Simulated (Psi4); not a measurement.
# One shape, several levels: SiH2O2 (SMILES O[Si]O)

We compute a comparison of 3 runs (HF/heavy-aug-cc-pVDZ, B3LYP/cc-pVDZ, CEPA(1)/aug-cc-pVDZ-DK) of SiH2O2. 

The results are computed with Psi4 1.11.

2 further runs of the same task are left out: 2 set aside as unsound or not needed.

### 1 The system as given

SiH2O2: 5 atoms, total charge 0, spin state singlet. As SMILES, `O[Si]O`. Geometry: relaxed at PBE0-D4/def2-TZVP. This is one conformer, not always the lowest.

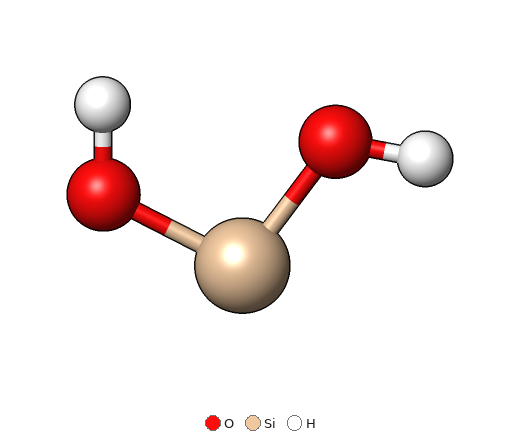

Viewed from a chosen angle; oxygen red, silicon light orange, hydrogen white.

### 2 Energy and gradient at HF/heavy-aug-cc-pVDZ (density fitting) (run 1)

Contents of h2o2si.in:

```
memory 1600 MB

molecule {
  O     -1.443200    -0.105600    -0.275000
  Si    -0.212000    -0.791300     0.567700
  O      1.036000     0.187500     0.068600
  H     -1.231900     0.648900    -0.836100
  H      1.901100    -0.013100     0.433400
  units angstrom
  no_reorient
  no_com
}

set reference rhf
set scf_type disk_df
set soscf true
set screening density

E = gradient('hf/heavy-aug-cc-pVDZ')
```

Command:

```sh
psi4 h2o2si.in h2o2si.out -n 1
```

h2o2si.out:

```text
[...]
  Running in c1 symmetry.
[...]
  Nuclear repulsion =  103.646253627355790
[...]
  Multiplicity = 1
[...]
  Nalpha       = 16
  Nbeta        = 16
[...]
    Number of basis functions: 83
[...]
   @DF-RHF iter   1:  -439.76254625005896   -8.54077e-01   7.24504e-03 DIIS/ADIIS
[...]
   @DF-RHF iter   6:  -439.90854158565446   -7.46923e-11   3.46835e-09 SOSCF, nmicro=conv
[...]
    Orbital Energies [Eh]
    ---------------------
    Doubly Occupied:
       1A    -68.834345     2A    -20.583865     3A    -20.576640
       4A     -6.173074     5A     -4.276559     6A     -4.275666
       7A     -4.274527     8A     -1.372408     9A     -1.340137
      10A     -0.764014    11A     -0.714906    12A     -0.595614
      13A     -0.556605    14A     -0.555403    15A     -0.510864
      16A     -0.358279
[...]
  @DF-RHF Final Energy:  -439.90854158565446
   => Energetics <=
    Nuclear Repulsion Energy =            103.6462536273557902
    One-Electron Energy =                -815.5837787143049127
    Two-Electron Energy =                 272.0289835012946469
    Total Energy =                       -439.9085415856544614
[...]
 Multipole Moments:
 ------------------------------------------------------------------------------------
     Multipole            Electronic (a.u.)      Nuclear  (a.u.)        Total (a.u.)
 ------------------------------------------------------------------------------------
 L = 1.  Multiply by 2.5417464519 to convert [e a0] to [Debye]
 Dipole X            :         11.1936892          -10.5000742            0.6936149
 Dipole Y            :         18.7434698          -18.4951275            0.2483423
 Dipole Z            :        -11.1766123           11.1378568           -0.0387555
 Magnitude           :                                                    0.7377517
[...]
  -Total Gradient:
     Atom            X                  Y                   Z
    ------   -----------------  -----------------  -----------------
       1        0.004531276842    -0.022227945036     0.019057575113
       2       -0.000560287467     0.015223117949    -0.012447967000
       3       -0.025304664415    -0.003048159475    -0.003458282937
       4        0.005007331800     0.014858058136    -0.010861097303
       5        0.016326343238    -0.004805071577     0.007709772124
[...]
```

Run time: 2 s. Hardware: 1 thread of Intel Xeon 6975P-C (Granite Rapids), shared host; peak memory 0.28 GiB.

### 3 Energy and gradient at B3LYP/cc-pVDZ (run 2)

Contents of h2o2si.in:

```
memory 1600 MB

molecule {
  0 1
  O     -1.443200    -0.105600    -0.275000
  Si    -0.212000    -0.791300     0.567700
  O      1.036000     0.187500     0.068600
  H     -1.231900     0.648900    -0.836100
  H      1.901100    -0.013100     0.433400
  symmetry c1
  no_reorient
  no_com
}

set {
  basis cc-pVDZ
  reference rks
  puream true
  e_convergence 1e-09
  d_convergence 1e-08
  scf_type pk
  dft_radial_points 99
  dft_spherical_points 590
}

energy_value, wavefunction = gradient('b3lyp', return_wfn=True)
```

Command:

```sh
psi4 h2o2si.in h2o2si.out -n 1
```

h2o2si.out:

```text
[...]
  Running in c1 symmetry.
[...]
  Nuclear repulsion =  103.646253627355790
[...]
  Multiplicity = 1
[...]
  Nalpha       = 16
  Nbeta        = 16
[...]
    Number of basis functions: 56
[...]
   @RKS iter   1:  -440.91264982709725   -2.63067e-01   1.60950e-02 DIIS/ADIIS
[...]
   @RKS iter  11:  -441.21665931004509   -8.52651e-13   2.54420e-09 DIIS
[...]
    Orbital Energies [Eh]
    ---------------------
    Doubly Occupied:
       1A    -66.164945     2A    -19.148388     3A    -19.143944
       4A     -5.306100     5A     -3.666183     6A     -3.664727
       7A     -3.660644     8A     -1.021325     9A     -0.993779
      10A     -0.564065    11A     -0.519568    12A     -0.397529
      13A     -0.368940    14A     -0.359542    15A     -0.324987
      16A     -0.245616
[...]
  @RKS Final Energy:  -441.21665931004509
   => Energetics <=
    Nuclear Repulsion Energy =            103.6462536273557902
    One-Electron Energy =                -816.1603810745959890
    Two-Electron Energy =                 302.7186276121370270
    DFT Exchange-Correlation Energy =     -31.4211594749419447
    Empirical Dispersion Energy =           0.0000000000000000
    VV10 Nonlocal Energy =                  0.0000000000000000
    Total Energy =                       -441.2166593100450882
[...]
 Multipole Moments:
 ------------------------------------------------------------------------------------
     Multipole            Electronic (a.u.)      Nuclear  (a.u.)        Total (a.u.)
 ------------------------------------------------------------------------------------
 L = 1.  Multiply by 2.5417464519 to convert [e a0] to [Debye]
 Dipole X            :         11.1703310          -10.5000742            0.6702568
 Dipole Y            :         18.7963463          -18.4951275            0.3012188
 Dipole Z            :        -11.2248279           11.1378568           -0.0869711
 Magnitude           :                                                    0.7399600
[...]
  -Total Gradient:
     Atom            X                  Y                   Z
    ------   -----------------  -----------------  -----------------
       1        0.020730070631    -0.004464332315     0.008473236155
       2       -0.001700223772     0.025329177118    -0.020885968907
       3       -0.010283625403    -0.015561183428     0.010177037367
       4       -0.001502641137    -0.006848531203     0.005180119540
       5       -0.007284885137     0.001545617408    -0.002954673398
[...]
```

Run time: 9.3 s. Hardware: 1 thread of Intel Xeon 6975P-C (Granite Rapids), shared host; peak memory 0.73 GiB.

### 4 The energy at CEPA(1)/aug-cc-pVDZ-DK (DKH2, density fitting) (run 3)

Contents of job.in:

```
memory 1.6 GB

molecule {
  0 1
  O     -2.72725274    -0.19955508    -0.51967468
  Si    -0.40062194    -1.49534028     1.07279752
  O      1.95775627     0.35432365     0.12963521
  H     -2.32795361     1.22624328    -1.58000001
  H      3.59255834    -0.02475541     0.81900730
  units au
  no_reorient
  no_com
}

set {
  scf_type df
  freeze_core true
  relativistic dkh
  dkh_order 2
}

energy_value, wavefunction = energy("cepa(1)/aug-cc-pVDZ-DK", return_wfn=True)
print_variables()
```

Command:

```sh
psi4 -n 1 job.in job.out
```

job.out:

```text
[...]
  Running in c1 symmetry.
[...]
  Nuclear repulsion =  103.646253707904961
[...]
  Multiplicity = 1
[...]
  Nalpha       = 16
  Nbeta        = 16
[...]
    Number of basis functions: 91
[...]
   @DF-RHF iter   1:  -440.45828959025118   -8.81586e-01   6.83145e-03 ADIIS/DIIS
[...]
   @DF-RHF iter  11:  -440.61442622551920   -1.41540e-11   7.51303e-09 DIIS
[...]
    Orbital Energies [Eh]
    ---------------------
    Doubly Occupied:
       1A    -68.998318     2A    -20.598975     3A    -20.591822
       4A     -6.199120     5A     -4.275127     6A     -4.274240
       7A     -4.273124     8A     -1.373869     9A     -1.341581
      10A     -0.764154    11A     -0.714440    12A     -0.595469
      13A     -0.556233    14A     -0.554870    15A     -0.510339
      16A     -0.358992
[...]
  @DF-RHF Final Energy:  -440.61442622551920
   => Energetics <=
    Nuclear Repulsion Energy =            103.6462537079049611
    One-Electron Energy =                -816.5600136046818989
    Two-Electron Energy =                 272.2993336712577275
    Total Energy =                       -440.6144262255191961
[...]
 Multipole Moments:
 ------------------------------------------------------------------------------------
     Multipole            Electronic (a.u.)      Nuclear  (a.u.)        Total (a.u.)
 ------------------------------------------------------------------------------------
 L = 1.  Multiply by 2.5417464519 to convert [e a0] to [Debye]
 Dipole X            :         11.1860502          -10.5000742            0.6859760
 Dipole Y            :         18.7334473          -18.4951275            0.2383198
 Dipole Z            :        -11.1702926           11.1378568           -0.0324357
 Magnitude           :                                                    0.7269192
[...]
      * SCS-MP2 total energy:                 -441.094158210301
[...]
      * MP2 total energy:                     -441.107244648873
[...]
```

Wall time 8.4 s (1 thread of Intel Xeon 6975P-C (Granite Rapids), shared host); peak memory 0.75 GiB.

### 5 The series

```
run                                           level  integrals  integral approximation  energy (Eh)  dipole moment (D)  HOMO energy (eV)  LUMO energy (eV)  wall time
  1          HF/heavy-aug-cc-pVDZ (density fitting)    disk_df       program's default  -439.908542               1.88             -9.75              1.14        2 s
  2                                   B3LYP/cc-pVDZ         pk                    none  -441.216659               1.88             -6.68             -0.99      9.3 s
  3  CEPA(1)/aug-cc-pVDZ-DK (DKH2, density fitting)         df       program's default  -441.127502                  –             -9.77              1.00      8.4 s
```

### 6 Outcome

```
                                          quantity          value
                               run 3: total energy  -441.12750 Eh
        run 3: HOMO energy (Hartree–Fock orbitals)       -9.77 eV
        run 3: LUMO energy (Hartree–Fock orbitals)        1.00 eV
      run 3: HOMO–LUMO gap (Hartree–Fock orbitals)       10.77 eV
run 3: correlation energy (7 core orbitals frozen)     -513.1 mEh
```

What this shows: Some runs of one species differ in core potentials or relativity; totals across that change don't compare. All runs together took 20 s, the longest 9.3 s.
